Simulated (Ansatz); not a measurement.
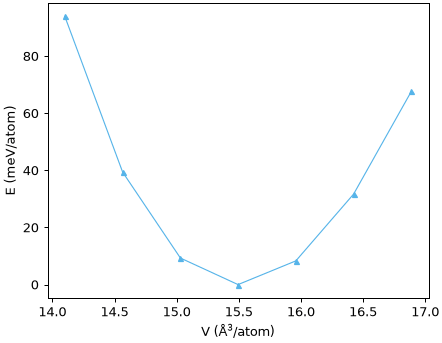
*TiPt (CsCl type, Pm-3m) under volume change, plane-wave PAW PBEsol (Ansatz code), scaled uniformly.*

Q: What does a third-order Birch–Murnaghan fit give for V₀, B₀ and B′?

A: V₀ = 15.49 Å³/atom, B₀ = 202 GPa, B′ = 4.4.

The workflow started from an entry of the Crystallography Open Database (COD). Its standing as an ambient phase is unchecked. The PBEsol relaxation kept the symmetry of its start. At this level the phase is mechanically unstable. No spin polarisation was allowed. Scalar-relativistic: spin–orbit coupling is off unless named, which matters more the heavier the elements.

Potentials: the later of the program's two PAW sets.
